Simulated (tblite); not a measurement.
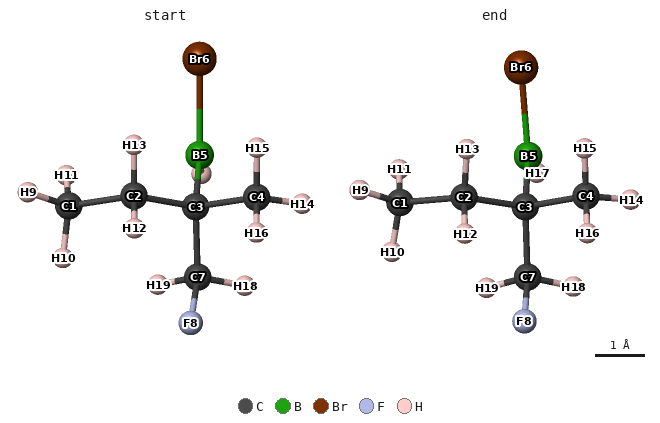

The structure of C5H11BBrF before (left) and after (right) a relaxation, at one scale.

Style: ball-and-stick. Shown face on.

Method: GFN2-xTB geometry optimisation, gas phase (tblite). 

Summarise the run.

Answer. The energy falls by 31.6 kJ/mol in 60 geometry steps. The atom that moves furthest after the best rigid fit is Br6 (0.25 Å). Largest moves by element: Br 0.25 Å, H 0.17 Å, F 0.10 Å, C 0.07 Å, B 0.04 Å. Among the contacts that change: B5–Br6 2.000 → 1.854 Å, C2–H13 1.125 → 1.093 Å, C1–H10 1.109 → 1.087 Å, C3–C7 1.557 → 1.535 Å. Bond angles that change, for instance: H12–C2–H13 105.1° → 107.7°, F8–C7–H18 108.9° → 106.4°, H15–C4–H16 106.2° → 108.5°.
